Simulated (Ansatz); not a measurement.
# As₂H (quartet): one geometry, many settings at distance As1–As2 = 3.414 Å

What do other methods and options give for As₂H (quartet) at this geometry, and how long do they take?

Method: the settings change from run to run; program: Ansatz 0.2.0, Gaussian basis.

47 further runs of the same task are left out: 43 that didn't finish, 4 set aside as unsound or not needed.

### Step 1. The geometry

The geometry derives from a PBE0/def2-TZVP stationary point (not a proven minimum). One bond is set to the value named and the two fragments are kept rigid. No spin-orbit coupling is included. The filled d shell of As may be among the frozen orbitals whatever the setting's name suggests; the logs give the count.

3 atoms, charge 0, spin multiplicity 4.

Atoms are counted from 1 here; the program's logs count them from 0.

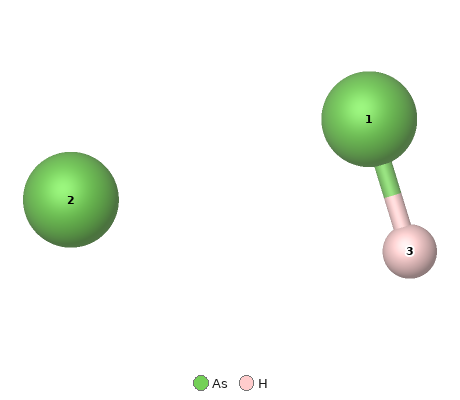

The structure; arsenic green, hydrogen pink; atoms are numbered from 1 in the order of the file.

### Step 2. HF/STO-3G

Contents of in.yaml:

```yaml
crystal:
  periodic: [false, false, false]
  atoms:
    - {symbol: As, position_ang: [0.000000, -0.531005, 1.110557]}
    - {symbol: As, position_ang: [0.000000, -0.465460, -2.302814]}
    - {symbol: H, position_ang: [0.000000, 0.996465, 1.192257]}
basis:
  gaussian: {orbitals: STO-3G}
magnetization: {spin_polarized: true, initial_magnetization: 3}
hamiltonian: {xc: hf}
accuracy: high
output: {orbitals: {seedname: orbitals}}
```

Run with:

```bash
> ansatz run in.yaml --threads 1 --pin off --events-out ev --progress --plain --max-ram 2393MiB
```

Log:

```text
Functional definition: HF
  name "HF"
  cite "Fock, Z. Phys. 61, 126 (1930) doi:10.1007/BF01340294"
  parent pbe
  exchange = exact_x
  correlation = 0
427 factors; integrals over basis functions are off by at most 4.2e-9 eV
mean field evaluation 1: about -120246.8916 eV, gradient 3.0e0 eV
mean field evaluation 2: about -120246.9150 eV, gradient 3.0e0 eV
mean field evaluation 4: about -120247.0961 eV, gradient 1.3e0 eV
mean field evaluation 8: about -120247.0189 eV, gradient 5.1e-2 eV
mean field evaluation 16: about -120248.9525 eV, gradient 6.7e-9 eV
mean field evaluation 32: about -120247.3203 eV, gradient 1.2e0 eV
mean field evaluation 64: about -120248.8409 eV, gradient 3.2e-1 eV
mean field evaluation 96: about -120247.8664 eV, gradient 2.3e-1 eV
mean field evaluation 128: about -120238.7732 eV, gradient 3.8e0 eV
mean field -120248.95246865 eV, -4419.0674955553 hartree, gradient 1.2e-8 eV, S^2 4.641402; 6 other end points of the search recorded, 0 dependent functions left out
reference -120248.95246865 eV, -4419.0674955553 hartree; 35, 32 occupied and 2, 5 virtual orbitals, 427 factors
Total energy: -120248.95246865 eV, -4419.0674955553 hartree
```

Wall time 9.5 s (1 thread of AMD EPYC, shared host).

From the report: ⟨S²⟩ of the determinant 4.641 (pure quartet: 3.75). The determinant is far from a pure spin state, so its energy mixes those of several spin states (harmless only where they are near-degenerate, as at dissociation).

### Step 3. NEVPT2(9,6)/STO-3G

Contents of in.yaml:

```yaml
crystal:
  periodic: [false, false, false]
  atoms:
    - {symbol: As, position_ang: [0.000000, -0.531005, 1.110557]}
    - {symbol: As, position_ang: [0.000000, -0.465460, -2.302814]}
    - {symbol: H, position_ang: [0.000000, 0.996465, 1.192257]}
basis:
  gaussian: {orbitals: STO-3G, point_charges: [{charge: 0.50, position_ang: [2.546, 0.849, 0.922]}]}
magnetization: {spin_polarized: false, initial_magnetization: 3}
correlation: {method: sc_nevpt2, electrons: outside_noble_gas, active_space: {window: {electrons: 9, orbitals: 6}, states: [{multiplicity: 4, weights: [1, 0.5, 1, 1]}], root: 3}}
output: {forces: true}
```

Same command.

Log, shortened:

```text
Functional definition: HF
  name "HF"
  cite "Fock, Z. Phys. 61, 126 (1930) doi:10.1007/BF01340294"
  parent pbe
[...]
415 factors; integrals over basis functions are off by at most 4.9e-8 eV
[...]
mean field -120247.57769925 eV, -4419.0169737117 hartree, gradient 1.8e-6 eV, S^2 3.750000; 11 other end points of the search recorded, 0 dependent functions left out
reference -120247.57769925 eV, -4419.0169737117 hartree; 35, 32 occupied and 2, 5 virtual orbitals, 415 factors
state -120246.72953734 eV, -4418.9858043364 hartree
state -120245.24361948 eV, -4418.9311978623 hartree
state -120245.08787937 eV, -4418.9254745191 hartree
state -120244.73438379 eV, -4418.9124837960 hartree
state -120246.72953734 eV, -4418.9858043364 hartree; corrected -120248.03065399 eV, -4419.0336194915 hartree
state -120245.24361948 eV, -4418.9311978623 hartree; corrected -120246.51920592 eV, -4418.9780747994 hartree
state -120245.08787937 eV, -4418.9254745191 hartree; corrected -120246.36062714 eV, -4418.9722471368 hartree
state -120244.73438379 eV, -4418.9124837960 hartree; corrected -120246.07347967 eV, -4418.9616946619 hartree
WARN: 1 active orbitals are nearly empty or full. The corrections depend on them more than the energy does, and are more stable in an active space without them
[...]
Total energy: -120246.07347967 eV, -4418.9616946619 hartree
Atom 0 at     0.000000    -0.531005     1.110557 Å, force     0.138154     1.019154    -1.585334 eV/Å
Atom 1 at     0.000000    -0.465460    -2.302814 Å, force    -0.006908    -0.033093     1.619153 eV/Å
Atom 2 at     0.000000     0.996465     1.192257 Å, force    -0.088288    -0.909631    -0.043429 eV/Å
Dipole moment:    -0.049476     0.066376    -0.079773 e Å
```

Run time: 21 s. Hardware: 1 thread of AMD EPYC, shared host.

From the report: 20 determinants; active occupations (of the averaged states) 2.00, 1.99, 1.30, 1.29, 1.28, 1.15. The report marks this result as in doubt.

### Step 4. CASSCF(5,5)/cc-pVDZ

Contents of in.yaml:

```yaml
crystal:
  periodic: [false, false, false]
  atoms:
    - {symbol: As, position_ang: [0.000000, -0.531005, 1.110557]}
    - {symbol: As, position_ang: [0.000000, -0.465460, -2.302814]}
    - {symbol: H, position_ang: [0.000000, 0.996465, 1.192257]}
basis:
  gaussian: {orbitals: cc-pVDZ}
magnetization: {spin_polarized: false, initial_magnetization: 3}
correlation: {active_space: {window: {electrons: 5, orbitals: 5}}}
scf: {lower_state_search: off}
```

The command is unchanged.

Log:

```text
Functional definition: HF
  name "HF"
  cite "Fock, Z. Phys. 61, 126 (1930) doi:10.1007/BF01340294"
  parent pbe
  exchange = exact_x
  correlation = 0
these checks for a lower state are left out or cut short: stability, starts, cluster_reference, orbital_swaps, neighbouring_geometries, increment
704 factors; integrals over basis functions are off by at most 1.3e-3 eV
mean field evaluation 1: about -121602.8685 eV, gradient 7.0e0 eV
mean field evaluation 2: about -121602.8694 eV, gradient 7.0e0 eV
mean field evaluation 4: about -121603.3043 eV, gradient 1.1e0 eV
mean field evaluation 8: about -121603.3134 eV, gradient 1.2e-4 eV
mean field -121603.31339460 eV, -4468.8393415651 hartree, gradient 1.1e-6 eV, S^2 3.750000; 0 other end points of the search recorded, 0 dependent functions left out
reference -121603.31339460 eV, -4468.8393415651 hartree; 35, 32 occupied and 24, 27 virtual orbitals, 704 factors
state -121604.90756994 eV, -4468.8979264284 hartree
Total energy: -121604.90756994 eV, -4468.8979264284 hartree
Checks for a lower state left out: stability, starts, cluster_reference, orbital_swaps, neighbouring_geometries, increment
```

Run time: 5.5 s. Hardware: 1 thread of AMD EPYC, shared host.

From the report: 25 determinants; active occupations 1.48, 1.03, 1.00, 0.97, 0.52.

### Step 5. CCSD on UHF/STO-3G

Contents of in.yaml:

```yaml
crystal:
  periodic: [false, false, false]
  atoms:
    - {symbol: As, position_ang: [0.000000, -0.531005, 1.110557]}
    - {symbol: As, position_ang: [0.000000, -0.465460, -2.302814]}
    - {symbol: H, position_ang: [0.000000, 0.996465, 1.192257]}
basis:
  gaussian: {orbitals: STO-3G, point_charges: [{charge: 0.50, position_ang: [4.269, -0.435, 0.907]}]}
magnetization: {spin_polarized: true, initial_magnetization: 3}
correlation: {method: ccsd, electrons: outside_noble_gas}
scf: {lower_state_search: off}
```

The command is unchanged.

Log, shortened:

```text
Functional definition: HF
  name "HF"
  cite "Fock, Z. Phys. 61, 126 (1930) doi:10.1007/BF01340294"
  parent pbe
[...]
356 factors; integrals over basis functions are off by at most 2.3e-5 eV
[...]
mean field -120248.94733394 eV, -4419.0673068584 hartree, gradient 2.9e-6 eV, S^2 4.641514; 0 other end points of the search recorded, 0 dependent functions left out
28 core orbitals not correlated: weight in the atoms' cores, before any rotation towards them, 0.997 or more for the frozen orbitals, at most 0.001 for the correlated occupied ones
reference -120248.94733394 eV, -4419.0673068584 hartree; 7, 4 occupied and 2, 5 virtual orbitals, 356 factors
second order -0.42724398 eV of doubles, -0.00000000 eV of singles
cycle   1  -0.59834957 eV  change   -1.7e-1 eV  update   5.0e-2
[...]
cycle  28  -1.40410201 eV  change   -9.5e-7 eV  update   2.2e-6
WARN: these amplitudes may be one of several solutions (largest doubles amplitude 0.61, level shift 0.00 eV)
Total energy: -120250.35143595 eV, -4419.1189066554 hartree
Checks for a lower state left out: stability, starts, cluster_reference, orbital_swaps, neighbouring_geometries, increment
```

Run time: 2.4 s. Hardware: 1 thread of AMD EPYC, shared host.

From the report: ⟨S²⟩ of the determinant 4.642 (pure quartet: 3.75); correlation -1.4041 eV; T1 0.055; largest double amplitude 0.61. The determinant is far from a pure spin state, so its energy mixes those of several spin states (harmless only where they are near-degenerate, as at dissociation). The report flags that the cluster equations may have other roots.

### Step 6. NEVPT2(9,6)/cc-pVDZ

Contents of in.yaml:

```yaml
crystal:
  periodic: [false, false, false]
  atoms:
    - {symbol: As, position_ang: [0.000000, -0.531005, 1.110557]}
    - {symbol: As, position_ang: [0.000000, -0.465460, -2.302814]}
    - {symbol: H, position_ang: [0.000000, 0.996465, 1.192257]}
basis:
  gaussian: {orbitals: cc-pVDZ}
magnetization: {spin_polarized: false, initial_magnetization: 3}
hamiltonian: {pseudopotentials: {relativity: none}}
correlation: {method: sc_nevpt2, electrons: outside_noble_gas, active_space: {window: {electrons: 9, orbitals: 6}}}
```

Launched as before.

Log, shortened:

```text
Functional definition: HF
  name "HF"
  cite "Fock, Z. Phys. 61, 126 (1930) doi:10.1007/BF01340294"
  parent pbe
[...]
704 factors; integrals over basis functions are off by at most 1.3e-3 eV
[...]
mean field -121603.31339460 eV, -4468.8393415651 hartree, gradient 1.1e-6 eV, S^2 3.750000; 13 other end points of the search recorded, 0 dependent functions left out
reference -121603.31339460 eV, -4468.8393415651 hartree; 35, 32 occupied and 24, 27 virtual orbitals, 704 factors
state -121603.31531636 eV, -4468.8394121885 hartree
state -121603.31531636 eV, -4468.8394121885 hartree; corrected -121607.43936745 eV, -4468.9909682709 hartree
WARN: 1 active orbitals are nearly empty or full. The corrections depend on them more than the energy does, and are more stable in an active space without them
Total energy: -121607.43936745 eV, -4468.9909682709 hartree
```

Wall time 1.7 min (1 thread of AMD EPYC, shared host).

From the report: 8 determinants; active occupations 2.00, 2.00, 2.00, 1.00, 1.00, 1.00. The report marks this result as in doubt.

### Step 7. CASCI(5,4)/cc-pVDZ

Changes to in.yaml since step 6:

```diff
@@ -9,3 +9,4 @@
 magnetization: {spin_polarized: false, initial_magnetization: 3}
-hamiltonian: {pseudopotentials: {relativity: none}}
-correlation: {method: sc_nevpt2, electrons: outside_noble_gas, active_space: {window: {electrons: 9, orbitals: 6}}}
+correlation: {active_space: {window: {electrons: 5, orbitals: 4}, fixed_orbitals: true}}
+accuracy: high
+output: {forces: true}
```

Launched as before.

Log, shortened:

```text
Functional definition: HF
  name "HF"
  cite "Fock, Z. Phys. 61, 126 (1930) doi:10.1007/BF01340294"
  parent pbe
[...]
1115 factors; integrals over basis functions are off by at most 4.5e-9 eV
[...]
mean field -121603.31344901 eV, -4468.8393435649 hartree, gradient 6.3e-8 eV, S^2 3.750000; 13 other end points of the search recorded, 0 dependent functions left out
reference -121603.31344901 eV, -4468.8393435649 hartree; 35, 32 occupied and 24, 27 virtual orbitals, 1115 factors
state -121603.31344901 eV, -4468.8393435649 hartree
[...]
Total energy: -121603.31344901 eV, -4468.8393435649 hartree
Atom 0 at     0.000000    -0.531005     1.110557 Å, force    -0.000000     0.212350    -2.112134 eV/Å
Atom 1 at     0.000000    -0.465460    -2.302814 Å, force     0.000000    -0.016247     2.179855 eV/Å
Atom 2 at     0.000000     0.996465     1.192257 Å, force    -0.000000    -0.196102    -0.067721 eV/Å
Dipole moment:     0.000000     0.075343    -0.016456 e Å
```

Wall time 57 s (1 thread of AMD EPYC, shared host).

From the report: 2 determinants; active occupations 2.00, 1.00, 1.00, 1.00. With so small a space the active step adds no correlation: the energy is the mean field's.

### Step 8. HF/STO-3G

Contents of in.yaml:

```yaml
crystal:
  periodic: [false, false, false]
  atoms:
    - {symbol: As, position_ang: [0.000000, -0.531005, 1.110557]}
    - {symbol: As, position_ang: [0.000000, -0.465460, -2.302814]}
    - {symbol: H, position_ang: [0.000000, 0.996465, 1.192257]}
basis:
  gaussian: {orbitals: STO-3G}
magnetization: {spin_polarized: true, initial_magnetization: 3}
hamiltonian: {xc: hf}
output: {orbitals: {seedname: orbitals}}
```

Launched as before.

Log:

```text
Functional definition: HF
  name "HF"
  cite "Fock, Z. Phys. 61, 126 (1930) doi:10.1007/BF01340294"
  parent pbe
  exchange = exact_x
  correlation = 0
356 factors; integrals over basis functions are off by at most 2.3e-5 eV
mean field evaluation 1: about -120246.9122 eV, gradient 3.0e0 eV
mean field evaluation 2: about -120246.9149 eV, gradient 3.0e0 eV
mean field evaluation 4: about -120247.0959 eV, gradient 1.3e0 eV
mean field evaluation 8: about -120247.0188 eV, gradient 5.0e-2 eV
mean field evaluation 16: about -120248.9524 eV, gradient 1.9e-5 eV
mean field evaluation 32: about -120247.3926 eV, gradient 6.0e-1 eV
mean field evaluation 64: about -120248.6461 eV, gradient 2.4e-1 eV
mean field evaluation 96: about -120247.0154 eV, gradient 1.6e-1 eV
mean field evaluation 128: about -120229.0274 eV, gradient 7.2e0 eV
mean field -120248.95242471 eV, -4419.0674939405 hartree, gradient 6.3e-6 eV, S^2 4.641402; 6 other end points of the search recorded, 0 dependent functions left out
reference -120248.95242471 eV, -4419.0674939405 hartree; 35, 32 occupied and 2, 5 virtual orbitals, 356 factors
Total energy: -120248.95242471 eV, -4419.0674939405 hartree
```

It took 11 s on 1 thread of AMD EPYC, shared host.

From the report: ⟨S²⟩ of the determinant 4.641 (pure quartet: 3.75). The determinant is far from a pure spin state, so its energy mixes those of several spin states (harmless only where they are near-degenerate, as at dissociation).

### Step 9. MP2 on UHF/cc-pVDZ

Changes to in.yaml since step 8:

```diff
@@ -7,5 +7,6 @@
 basis:
-  gaussian: {orbitals: STO-3G}
+  gaussian: {orbitals: cc-pVDZ}
 magnetization: {spin_polarized: true, initial_magnetization: 3}
-hamiltonian: {xc: hf}
-output: {orbitals: {seedname: orbitals}}
+correlation: {method: mp2, electrons: valence}
+scf: {lower_state_search: full}
+output: {forces: true}
```

Same command.

Log, shortened:

```text
Functional definition: HF
  name "HF"
  cite "Fock, Z. Phys. 61, 126 (1930) doi:10.1007/BF01340294"
  parent pbe
[...]
704 factors; integrals over basis functions are off by at most 1.3e-3 eV
[...]
mean field -121604.57331748 eV, -4468.8856428772 hartree, gradient 1.7e-6 eV, S^2 4.592345; 25 other end points of the search recorded, 0 dependent functions left out
18 core orbitals not correlated: weight in the atoms' cores, before any rotation towards them, 1.000 or more for the frozen orbitals, at most 0.000 for the correlated occupied ones
reference -121604.57331748 eV, -4468.8856428772 hartree; 17, 14 occupied and 24, 27 virtual orbitals, 704 factors
second order -4.43945452 eV of doubles, -0.00000000 eV of singles
[...]
Total energy: -121609.01277201 eV, -4469.0487898218 hartree
Atom 0 at     0.000000    -0.531005     1.110557 Å, force     0.000000     0.079829    -0.473798 eV/Å
Atom 1 at     0.000000    -0.465460    -2.302814 Å, force    -0.000000     0.009075     0.521199 eV/Å
Atom 2 at     0.000000     0.996465     1.192257 Å, force     0.000000    -0.088904    -0.047401 eV/Å
Dipole moment:    -0.000000     0.064580     0.005242 e Å
```

It took 1.7 min on 1 thread of AMD EPYC, shared host.

From the report: ⟨S²⟩ of the determinant 4.592 (pure quartet: 3.75). The determinant is far from a pure spin state, so its energy mixes those of several spin states (harmless only where they are near-degenerate, as at dissociation).

### Step 10. All runs side by side

 † marks a result that the program doubts.

```csv
level,correlated,functions,energy (eV),time
HF/STO-3G,,37,-120248.9525,9.5 s
"NEVPT2(9,6)/STO-3G (excited root 3 of an average, beside a point charge) †",outside noble gas,37,-120246.0735,21 s
"CASSCF(5,5)/cc-pVDZ",,59,-121604.9076,5.5 s
CCSD on UHF/STO-3G (beside a point charge) †,outside noble gas,37,-120250.3514,2.4 s
"NEVPT2(9,6)/cc-pVDZ †",outside noble gas,59,-121607.4394,1.7 min
"CASCI(5,4)/cc-pVDZ",,59,-121603.3134,57 s
HF/STO-3G,,37,-120248.9524,11 s
MP2 on UHF/cc-pVDZ,valence,59,-121609.0128,1.7 min
```

### Step 11. Results

```
quantity                                                value
    runs                                                    8
quickest  CCSD on UHF/STO-3G (beside a point charge) †, 2.4 s
 slowest                       NEVPT2(9,6)/cc-pVDZ †, 1.7 min
```

What this shows: Total energies in different bases, with other cores or another treatment of relativity can't be set against each other. NEVPT2(9,6)/cc-pVDZ † took 44 times as long as CCSD on UHF/STO-3G (beside a point charge) †; the jobs differ in more than the method.
